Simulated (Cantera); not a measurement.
A closed system holds: 1 mol (CH3)2SiCl2, 0.08 mol C2H4, a varied amount of H2, equilibrated at 702 °C and 0.133 bar.

Cantera equilibrium calculation (NASA polynomials, part measured and part estimated; ideal gas, pure solids and liquids). Candidate condensed phases: C, C6H6, C7H8, C8H18, Si, SiC; 109 gas species. The feed counts by its element totals alone. The tables' values for SiCl3 are old estimates; treat these amounts as uncertain. Equilibrium is a limit: real reactors are often held back by kinetics, nucleation or transport.

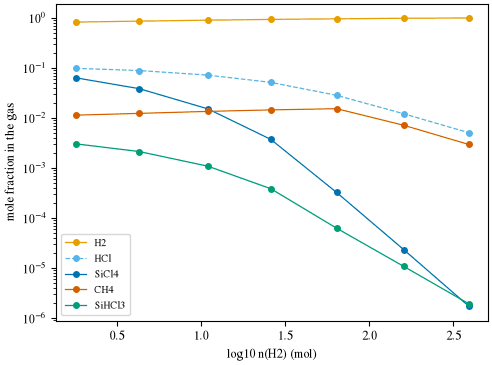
Figure. Equilibrium gas composition (values under 1e-9 drawn at 1e-9)

**Question.** Read off the mole fractions at 11 mol H2.

**Answer.** H2 about 0.90, HCl about 0.072, SiCl4 about 0.015, CH4 about 0.014, SiHCl3 about 0.0011.
